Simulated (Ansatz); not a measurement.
Crystal: Dy, the input geometry of an electronic-structure calculation (not necessarily at equilibrium).

```cif
data_structure
_symmetry_space_group_name_H-M 'P 1'
_symmetry_Int_Tables_number 1
_cell_length_a 3.4017
_cell_length_b 3.4017
_cell_length_c 5.4411
_cell_angle_alpha 90.000
_cell_angle_beta 90.000
_cell_angle_gamma 120.000
_cell_volume 54.53
loop_
_atom_site_label
_atom_site_type_symbol
_atom_site_fract_x
_atom_site_fract_y
_atom_site_fract_z
_atom_site_occupancy
Dy1 Dy 0.33333 0.66667 0.25000 1
Dy2 Dy 0.66667 0.33333 0.75000 1
```

What does its first Brillouin zone look like, and which path through it is standard?

Answer. It has a primitive hexagonal lattice (hP; extended symbol hP2). The zone is a hexagonal prism in its combinatorial type: 8 faces (6 with 4 edges, 2 with 6 edges), 18 edges, 12 vertices. Path: Γ–M–K–Γ–A–L–H–A | L–M | H–K.

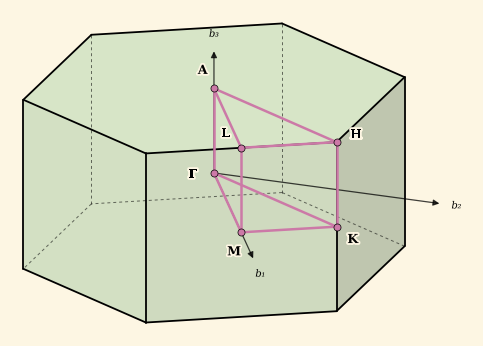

Labels and path follow the convention of Hinuma et al. (2017), as computed by seekpath; the arrows show the directions of the reciprocal primitive vectors b₁, b₂, b₃, in which coordinates are given; lengths include the factor 2π.

```tsv
point	k₁	k₂	k₃	length of k (1/Å)
Γ	0	0	0	0.000
A	0	0	1/2	0.577
K	1/3	1/3	0	1.231
H	1/3	1/3	1/2	1.360
M	1/2	0	0	1.066
L	1/2	0	1/2	1.213
```
